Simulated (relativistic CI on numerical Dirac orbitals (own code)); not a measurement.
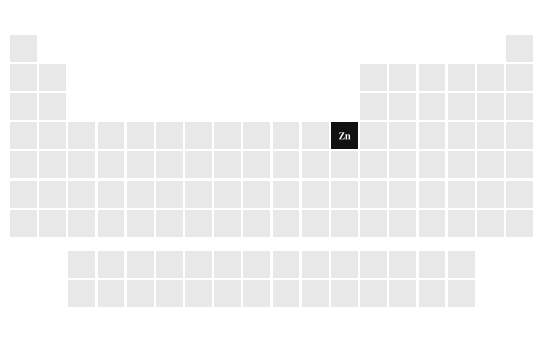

The place of zinc in the periodic table.

Relativistic CI calculation, with input and output: Zn⁺

Zn⁺. Level asked for: Dirac-Coulomb-Breit CI, KLI orbitals optimised for each configuration, model QED (radiative potential, 1s self-energy scaled to tabulated hydrogen-like ionisation energies), numerical settings as typed (relativistic CI on numerical Dirac orbitals, in-house).

## Input file
```
atom Zn  Z=30  charge=1  electrons=29
nucleus A=64  rms_radius_fm=3.9283
hamiltonian dirac-coulomb  breit=on  qed=on  c_scale=1
orbitals kli  potential=per-configuration
slater_scale 1
correlation none
mixing on
grid step=0.0125 r_max=11.17
scf mixing=0.4 start=green max_iterations=74 tolerance=2e-08 node_fill=0.05
configurations
  [Ar] 3d10 4s
  [Ar] 3d10 4p
end
```

Launched within a batch (the task file carries these settings):
```bash
python <driver script> task.json out
```

The program writes its results to a structured record and prints no log; tables and figures of this report are taken from that record.

## What the run reported

| quantity | value |
| --- | --- |
| outcome | not converged |
| hardware | 1 CPU thread, shared host |

## What went wrong

This input holds a deliberate fault: box. The run did not meet its convergence test, so its last values are not results. Limits: orbital 3d3/2 not found.
